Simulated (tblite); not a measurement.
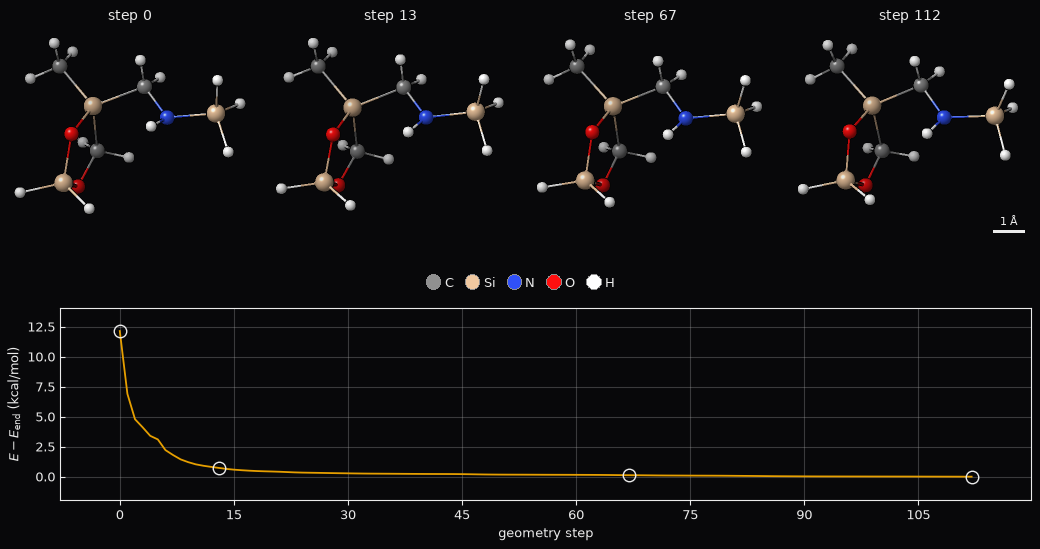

Frames of a relaxation of C3H13NO2Si3, marked on the history of the run. Style: ball-and-stick. Shown from a free direction.

These are results of GFN2-xTB geometry optimisation, gas phase in tblite, not measurements. 

What happens along the run?

After 112 geometry steps the energy has fallen by 12.1 kcal/mol. An H atom moves most after the best rigid fit: 0.45 Å. By element the largest moves are H 0.45 Å, O 0.31 Å, C 0.24 Å, Si 0.16 Å, N 0.15 Å. Some distances before and after: O–Si 1.727 → 1.636 Å, O–Si 1.698 → 1.621 Å, C–Si 1.840 → 1.894 Å, O–Si 1.698 → 1.649 Å. Bond angles that change, for instance: Si–N–H 106.5° → 118.8°, N–Si–H 106.7° → 115.5°, Si–C–H 109.1° → 114.0°. From step 0 to 13: an H atom moves most (0.23 Å), energy −11.4 kcal/mol. From step 13 to 67: an H atom moves most (0.20 Å), energy −0.61 kcal/mol. From step 67 to 112: an H atom moves most (0.23 Å), energy −0.12 kcal/mol.
